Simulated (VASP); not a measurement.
Band structure of ScC (space group Fm-3m). Level of theory: LDA (Ceperley-Alder, Perdew-Zunger) with spin-orbit coupling, VASP's LDA PAW potentials (set 64) (plane waves; VASP 6.6.1).

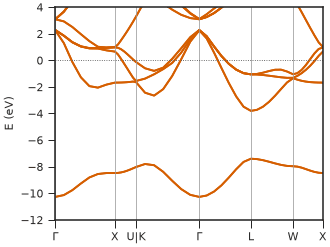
Bands along high-symmetry lines, zero at the valence-band maximum or, without a gap, the Fermi level

Q: Read the plot: is there a gap, and where are the band edges?

A: It has no gap at this level: it comes out as a metal or semimetal.

The structure comes from a computed database's ScC entry (Fm-3m); how it stands against other phases isn't given here. It was relaxed first, which changed the volume by -5 %.
